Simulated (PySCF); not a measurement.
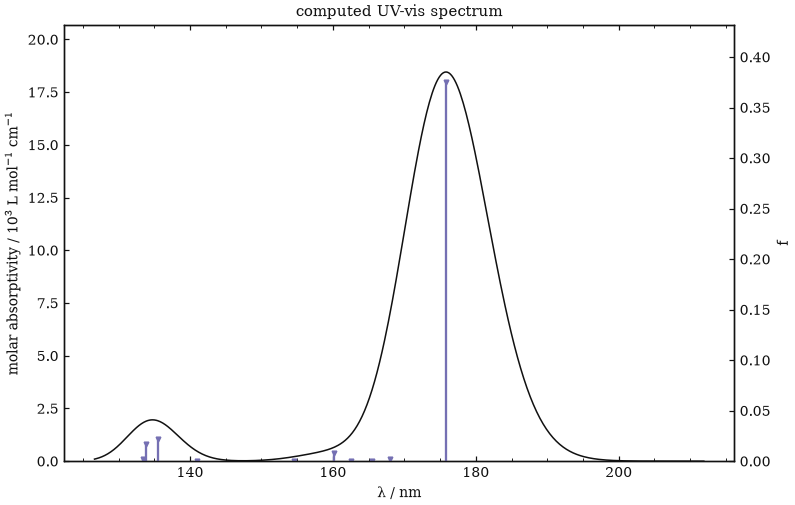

Computed absorption of C₄H₅F, SMILES FC=C1CC1. Vertical TDDFT excitations, PBE0/def2-TZVP with PySCF, at a PBE0-D3(BJ)/def2-SVP geometry (no frequency check), gas phase. Only the first 10 singlet excitations are included; each is broadened by a Gaussian of 1/e half-width 0.33 eV. Sticks give oscillator strengths (right axis).

Where is the maximum of the broadened curve, and how high is it?

At about 7.1 eV (176 nm), with ε near 18000 L mol⁻¹ cm⁻¹.

Where is the lowest singlet, and is it bright?

S1 lies at 7.05 eV (176 nm) with f = 0.375, mainly HOMO → LUMO (94 %); it is bright.

Which of the computed transitions is the brightest, and what character does the calculation give it?

S1 at 7.05 eV (176 nm), f = 0.375, mainly HOMO → LUMO (94 %).

Known limits of this run: states above the negative HOMO energy depend on the basis; core orbitals are frozen in the response; def2-TZVP has no diffuse functions, so states with Rydberg character are missing or too high.
